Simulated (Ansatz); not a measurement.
**CH6Si (methylsilane): CAM-B3LYP/STO-3G**

Aim: the energy change on altering one bond length of CH6Si (methylsilane) at CAM-B3LYP/STO-3G, from 2 runs. 

The calculation is run with Ansatz 0.2.0.

47 further runs of the same task are left out: 1 that didn't finish, 46 set aside as unsound or not needed.

## (1) The structure to begin with

CH6Si: 8 atoms, total charge 0, spin state singlet. As SMILES, `C[SiH3]`. Geometry: relaxed at PBE0-D4/def2-TZVP.

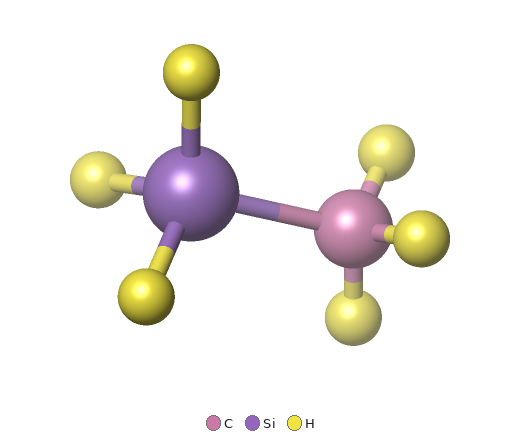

Viewed from a chosen angle; carbon pink, silicon purple, hydrogen yellow.

## (2) A single-point energy at CAM-B3LYP/STO-3G

run.yaml reads:

```yaml
basis:
  gaussian: {orbitals: STO-3G}
crystal:
  periodic: [false, false, false]
  atoms:
    - {symbol: C, position_ang: [-0.181500, 0.239740, -0.940300]}
    - {symbol: Si, position_ang: [0.162420, -0.214550, 0.841500]}
    - {symbol: H, position_ang: [-1.240470, 0.112510, -1.175580]}
    - {symbol: H, position_ang: [0.395470, -0.391420, -1.619800]}
    - {symbol: H, position_ang: [0.086600, 1.280720, -1.133860]}
    - {symbol: H, position_ang: [-0.624960, 0.646220, 1.765390]}
    - {symbol: H, position_ang: [1.605560, -0.040010, 1.159870]}
    - {symbol: H, position_ang: [-0.203110, -1.633210, 1.102780]}
hamiltonian: {xc: {name: CAM-B3LYP}}
accuracy: high
```

Started as:

```bash
$ ansatz run run.yaml --threads 1 --pin off --max-ram 3480MiB --events-out events.jsonl --progress --plain --runs-dir runs
```

The log of the run:

```text
Warning: RAYON_NUM_THREADS=1 ignored (pool sized by the plan → 1); use --threads N
Functional definition: CAM-B3LYP
  name "CAM-B3LYP"
  parameter alpha = 0.19
  parameter beta = 0.46
  parameter omega = 0.33/bohr
  parameter ac = 0.81
  exchange = (1 - alpha - beta)*b88_x + beta*b88_x_sr(omega) + alpha*exact_x + beta*exact_x_lr(omega)
  correlation = (1 - ac)*vwn5_c + ac*lyp_c
361 factors; integrals over basis functions are off by at most 5.4e-9 eV
181 factors; integrals over basis functions are off by at most 7.9e-10 eV
mean field evaluation 1: about -8906.6908 eV, gradient 1.1e1 eV
mean field evaluation 2: about -8907.0897 eV, gradient 4.5e0 eV
mean field evaluation 4: about -8907.1560 eV, gradient 2.3e-1 eV
mean field evaluation 8: about -8907.0874 eV, gradient 4.5e-4 eV
mean field -8907.08741643 eV, -327.3294251129 hartree, gradient 2.2e-8 eV, S^2 0.000000; 0 other end points of the search recorded, 0 dependent functions left out
reference -8907.08743093 eV, -327.3294256461 hartree; 13, 13 occupied and 7, 7 virtual orbitals, 361 factors
Total energy: -8907.08743093 eV, -327.3294256461 hartree
```

Run time: 1.3 s. Hardware: 1 thread of Arm Neoverse V2, shared host; peak memory 0.1 GiB.

## (3) The distorted shape

input.yaml reads:

```yaml
crystal:
  periodic: [false, false, false]
  atoms:
    - {symbol: C, position_ang: [-0.248526, -0.020508, -0.891909]}
    - {symbol: Si, position_ang: [0.095394, -0.474798, 0.889891]}
    - {symbol: H, position_ang: [-1.307496, -0.147738, -1.127189]}
    - {symbol: H, position_ang: [0.328444, -0.651668, -1.571409]}
    - {symbol: H, position_ang: [0.086600, 1.280720, -1.133860]}
    - {symbol: H, position_ang: [-0.691986, 0.385972, 1.813781]}
    - {symbol: H, position_ang: [1.538534, -0.300258, 1.208261]}
    - {symbol: H, position_ang: [-0.270136, -1.893458, 1.151171]}
basis:
  gaussian:
    orbitals: STO-3G
hamiltonian:
  xc: {name: CAM-B3LYP}
accuracy: high
```

Started as:

```bash
$ ansatz run input.yaml --threads 1 --pin off --max-ram 3480MiB --events-out events.jsonl --progress --plain --runs-dir runs
```

The log of the run:

```text
Warning: RAYON_NUM_THREADS=1 ignored (pool sized by the plan → 1); use --threads N
Functional definition: CAM-B3LYP
  name "CAM-B3LYP"
  parameter alpha = 0.19
  parameter beta = 0.46
  parameter omega = 0.33/bohr
  parameter ac = 0.81
  exchange = (1 - alpha - beta)*b88_x + beta*b88_x_sr(omega) + alpha*exact_x + beta*exact_x_lr(omega)
  correlation = (1 - ac)*vwn5_c + ac*lyp_c
361 factors; integrals over basis functions are off by at most 1.0e-8 eV
182 factors; integrals over basis functions are off by at most 7.9e-10 eV
mean field evaluation 1: about -8905.6965 eV, gradient 1.1e1 eV
mean field evaluation 2: about -8906.1056 eV, gradient 4.3e0 eV
mean field evaluation 4: about -8906.1668 eV, gradient 3.3e-1 eV
mean field evaluation 8: about -8906.0815 eV, gradient 7.0e-4 eV
mean field evaluation 16: about -8906.0815 eV, gradient 1.5e-8 eV
mean field -8906.08147227 eV, -327.2924573471 hartree, gradient 1.5e-8 eV, S^2 0.000000; 0 other end points of the search recorded, 0 dependent functions left out
reference -8906.08148677 eV, -327.2924578801 hartree; 13, 13 occupied and 7, 7 virtual orbitals, 361 factors
Total energy: -8906.08148677 eV, -327.2924578801 hartree
```

Run time: 1.2 s. Hardware: 1 thread of Arm Neoverse V2, shared host; peak memory 0.1 GiB.

## (4) Results

Level: CAM-B3LYP/STO-3G.

| quantity | value |
| --- | --- |
| first shape: total energy | -327.32943 Eh |
| distorted shape: total energy | -327.29246 Eh |
| energy change with the C1–H5 bond stretched from 1.092 to 1.365 Å | 1.006 eV |

What this shows: With the C1–H5 bond stretched from 1.092 to 1.365 Å the energy rises by 1.01 eV (97 kJ/mol). The first shape isn't relaxed at this level, so the change isn't measured from a minimum. The minimal basis adds a large error of its own.
